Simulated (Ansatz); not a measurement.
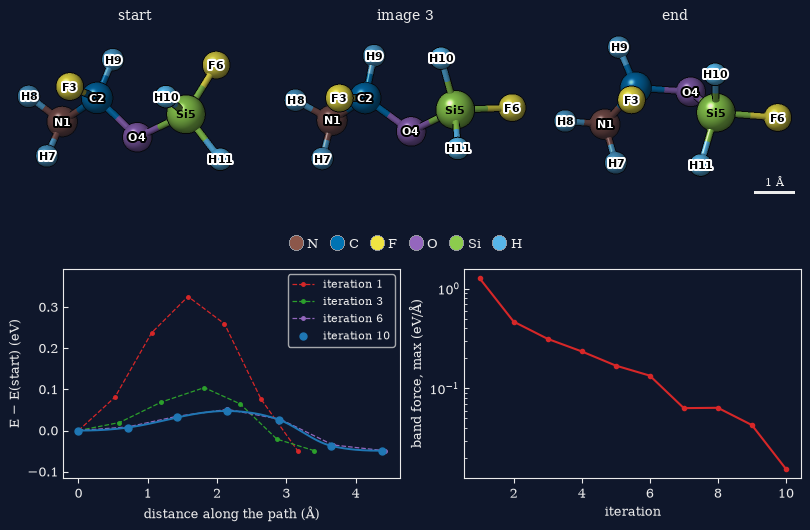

NEB run on CH5F2NOSi. Images are numbered from 0 (start) to 6 (end). The plot follows the band through its iterations. Style: ball-and-stick. Shown at a tilt.

The calculation used RKS PBE-D4/STO-3G in Ansatz 0.2.0. Run with 5 movable images; climbing image; force threshold 0.03 eV/Å; iteration limit 60; spring constant 0.1 eV/Å²; starting path by image-dependent pair potential.

Judge this run.

The run is converged, with reservations. The band converged in 10 iterations. The largest component of the band force went from 1.3 to 0.016 eV/Å. The climbing image converged on the top of the path. Its curvatures weren't checked. The spring constant is far from the usual few eV/Å², which spoils the spacing or the steps. The first iteration put the highest image at 0.326 eV. The energy climbs by 0.048 eV to image 3 and then falls by 0.097 eV, so the end point sits at −0.049 eV.

Limits of the set-up: STO-3G is a minimal basis, so the numbers are rough.

The run took 3.6 min on 1 thread of Arm Neoverse N1, with other jobs on the host, peak memory 0.11 GiB.
